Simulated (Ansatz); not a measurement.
Cl3H3NSn (doublet)

The calculation's input:

```
crystal:
  periodic: [false, false, false]
  atoms:
    - { symbol: Sn, position_ang: [-0.437905, -0.53346, 0.367034] }
    - { symbol: H, position_ang: [1.170013, 0.125622, 2.738473] }
    - { symbol: Cl, position_ang: [1.934939, -0.5377, 0.073986] }
    - { symbol: Cl, position_ang: [-1.062739, 1.769231, 0.173871] }
    - { symbol: Cl, position_ang: [-1.307424, -1.595044, -1.631214] }
    - { symbol: "N", position_ang: [0.132195, 0.104705, 2.706222] }
    - { symbol: H, position_ang: [-0.212722, -0.405456, 3.524067] }
    - { symbol: H, position_ang: [-0.213955, 1.072102, 2.740062] }
magnetization:
  spin_polarized: true
  initial_magnetization: 1
basis:
  gaussian: { orbitals: def2-SVP }
hamiltonian:
  xc: pbe0
relax:
  f_tol: 0.03
  max_steps: 50
output:
  orbitals: {}
```

Command:

```sh
ansatz run input.yaml --threads 4 --pin off --max-ram 5120MiB --backend cpu --events-out ev --progress --plain --runs-dir out
```

The fields are those of the run's last geometry, not of the input's.

Core potentials replace the inner electrons of Sn.

All numbers below come from UKS PBE0/def2-SVP in Ansatz 0.2.0.

Predict the electron density, electron localisation function and spin density between the atoms.

Sn–Cl (2.39 Å): ρ is about 0.5 e/Å³ halfway; the ELF peaks at about 0.85 in the valence shell of Cl, 0.9 Å from its nucleus, and drops to about 0.15 between the two atoms.
Sn–N (2.51 Å): ρ is about 0.3 e/Å³ halfway; the ELF peaks at about 0.95 in the valence shell of N, 0.7 Å from its nucleus, and drops to about 0.15 between the two atoms.
N–H (1.02 Å): ρ at the midpoint is about 2.8 e/Å³; the ELF climbs to about 1 towards the hydrogen, as it does in any bond to H (an ordinary covalent bond to hydrogen).
The unpaired spin (1 electron) lies mostly on Sn1 (about 0.5), Cl5 (about 0.2), N6 (about 0.1), Cl3 (about 0.1) and Cl4 (about 0.1), in electrons by Hirshfeld's partition.

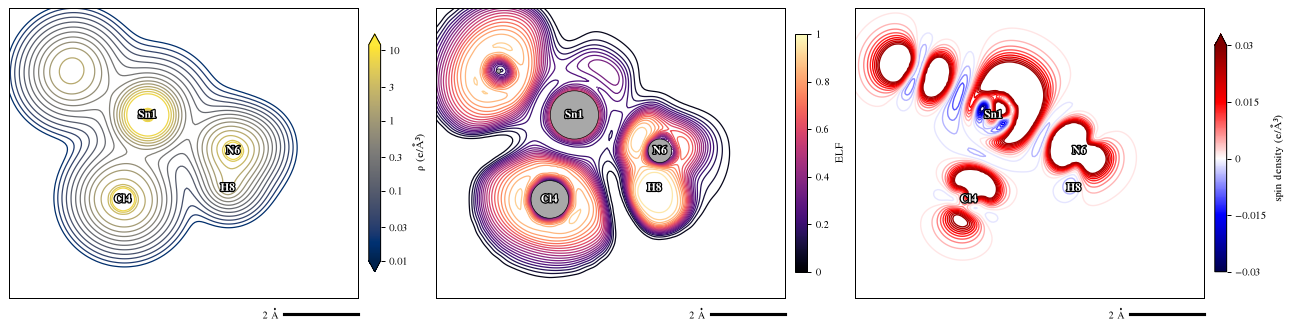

Computed electron density, electron localisation function and spin density on the plane of atoms Sn1, N6 and H8, in this order. Grey discs cover the atomic cores in the ELF map. 
